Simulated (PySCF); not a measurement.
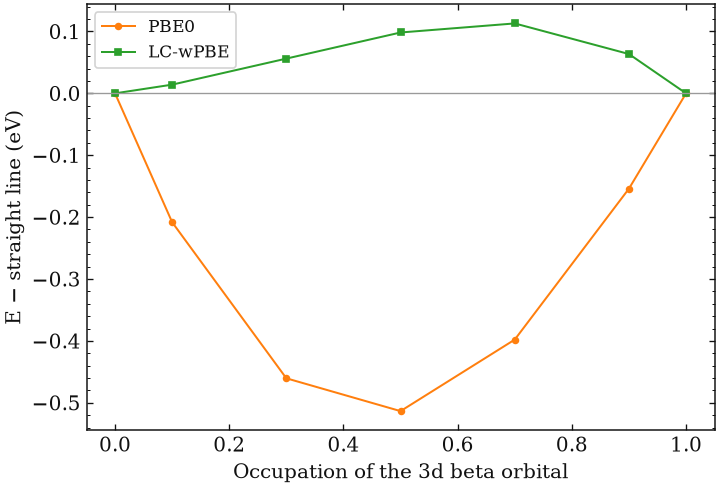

One 3d beta orbital of Ni⁻ ([Ar] 3d⁹ 4s²) is emptied in steps. The plot gives the energy less the straight line between the integer ends. PySCF, aug-cc-pVTZ-DK, spin-free X2C-1e, unrestricted single determinants, no spin-orbit coupling.

Q: Describe the curvature of each method.

A: PBE0: convex (delocalisation error), largest departure −0.51 eV, removal energy 1.035 eV; LC-wPBE: concave (localisation error), largest departure 0.11 eV, removal energy 1.321 eV. The measured removal energy is 1.156 eV. The exact energy is a straight line between whole electron numbers.
